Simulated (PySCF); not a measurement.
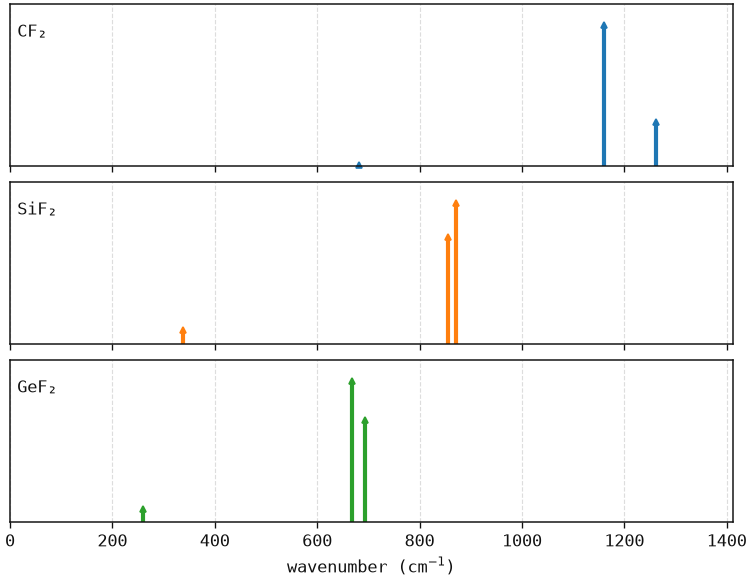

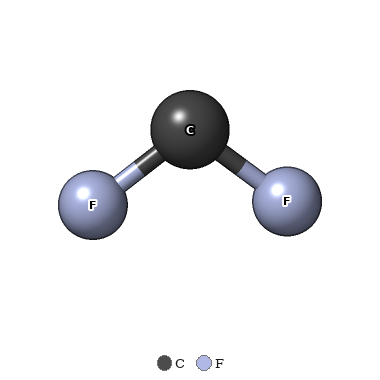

Harmonic infrared lines of CF₂, SiF₂ and GeF₂, all C2v singlets, each the lowest point that its search found (CF₂ is drawn); the central atom changes down one group of the periodic table. PBE0/def2-TZVP, PySCF, unscaled, no spin-orbit coupling; each panel is scaled to its strongest line, degenerate modes are one line with their intensities summed, and dots on the axis are modes too weak to show or inactive.

> How do the bond length and the stretches change along the series?

Mean bond length: CF₂ 1.296, SiF₂ 1.601, GeF₂ 1.745 Å, rising down the group. Highest a1 mode: CF₂ 1261, SiF₂ 855, GeF₂ 694 cm⁻¹, falling down the group.

Limits of at least one run: no scalar relativity.
